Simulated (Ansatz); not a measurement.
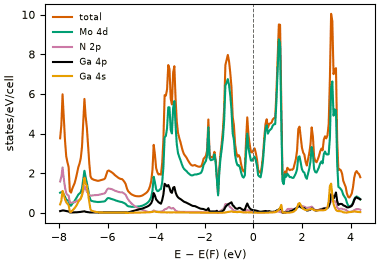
*Total and projected density of states of GaMo₃N (anti-perovskite, Pm-3m), DFT-PBE in the program Ansatz with PAW potentials*

Question: Which orbitals carry the states next to the Fermi level?

Answer: Within 0.5 eV of the Fermi level: Mo 4d 87 %, Ga 4p 5 %. Projections are on Löwdin-orthogonalised atomic valence shells; empty p or d shells of many metals are not among them.

Question: Where is the tallest occupied peak in this window, and what makes it?

Answer: Near -1.1 eV, about 8.0 states/eV per cell; the largest projected share is Mo 4d.

The start of the workflow was typed in or built on a structure type; neither database checked (COD, Materials Project) lists it. Its standing as an ambient phase is unchecked. The cell was relaxed with PBE under the symmetry of its start; whether a distortion lowers the energy is not shown. The workflow began spin-polarised and lost its moments. The volume moved by 15 % from the start of the relaxation. Scalar-relativistic: spin–orbit coupling is off unless named, which matters more the heavier the elements.

Potentials: the later of the program's two PAW sets.
